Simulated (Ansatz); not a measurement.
H5NOSi···AsH3

```xyz
12

Si   -0.7215   -1.5860    0.4429
N     0.3040   -0.5032    1.2996
H     0.2167   -2.3905   -0.3870
H    -1.5472   -2.4736    1.2990
O    -1.8368   -0.7710   -0.4411
H     0.6062    2.6071   -0.0400
As    0.4583    1.7772   -1.3002
H    -0.0395    0.0292    2.0831
H     1.2761   -0.7381    1.4188
H    -1.4836   -0.0543   -0.9810
H     1.8527    1.1922   -1.1861
H     0.9147    2.9110   -2.2081
```

The reactant side of a reaction path; geometry: PBE0-D4/def2-TZVP; a saddle point, not a minimum.

Computed with RKS PBE0-D4/def2-TZVPP (Ansatz).

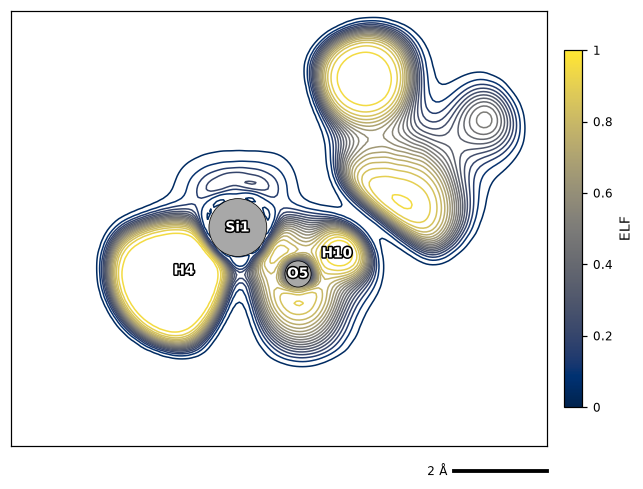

Figure 1. Electron localisation function on the plane of atoms H4, Si1 and O5. Grey discs cover the atomic cores.

Q: Interpret the plot.

A:
- The section cuts through Si, H and O sites.
- Si–O (1.64 Å): the ELF peaks at about 0.85 between the atoms: a shared but strongly polarised pair.
- O–H (0.96 Å): the ELF climbs to about 1 towards the hydrogen, as it does in any bond to H; a covalent bond by its length.
- Si–H (1.48 Å): the ELF climbs to about 1 towards the hydrogen.
- The ELF also peaks beside O5 and As7, away from the bonds: lone-pair regions.

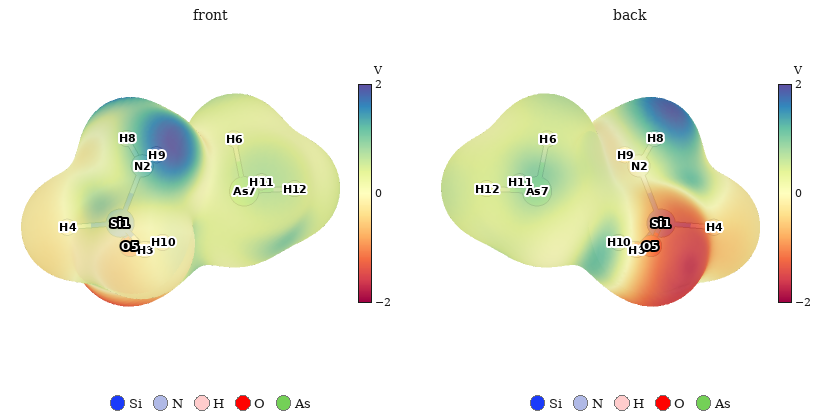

Figure 2. The molecular electrostatic potential painted on the density surface at 0.002 e/bohr³, seen from the front and from behind; the colour scale runs from red (negative) to blue (positive).

Q: Describe the electrostatic potential map.

A: The most negative region (about −1.6 V, or −37 kcal/mol for a unit charge) lies over O5, the most positive (about +1.9 V, or +44 kcal/mol for a unit charge) over H8 and H9. O5 is the likeliest acceptor of a hydrogen bond.

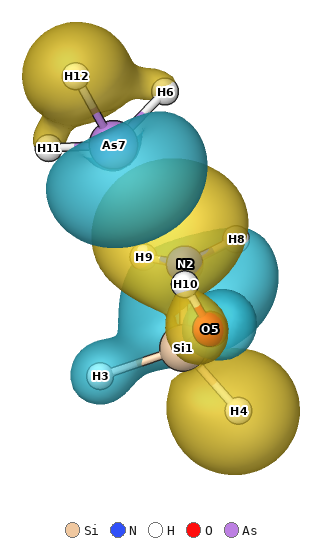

Figure 3. The HOMO at ±0.06 Å⁻³ᐟ² (yellow and cyan are the two phases), seen at an oblique angle.

Q: Where does this orbital lie, and at what energy?

A: Its weight (Hirshfeld) is mainly on N2 (about 50 %), As7 (about 15 %), Si1 (about 10 %) and H4 (about 5 %). Its energy is −7.58 eV.
